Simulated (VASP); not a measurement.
Band structure of ZrN (relaxed from the wurtzite structure, space group P6_3mc). These are PBEsol GGA, VASP's PBE PAW potentials (set 64) (plane waves; VASP) values and carry that method's errors.

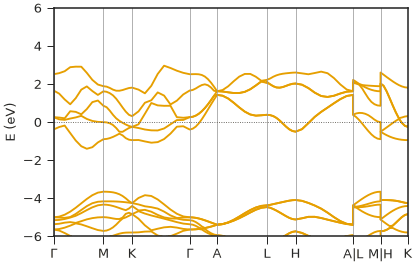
Bands along high-symmetry lines, zero at the valence-band maximum or, without a gap, the Fermi level

Read the plot: is there a gap, and where are the band edges?

It has no gap at this level: it comes out as a metal or semimetal. (Edges off the drawn lines would not show.)

The structure was generated: ZrN was put into the wurtzite type (P6_3mc), which need not be its known phase. It was relaxed first, which changed the volume by -35 %.
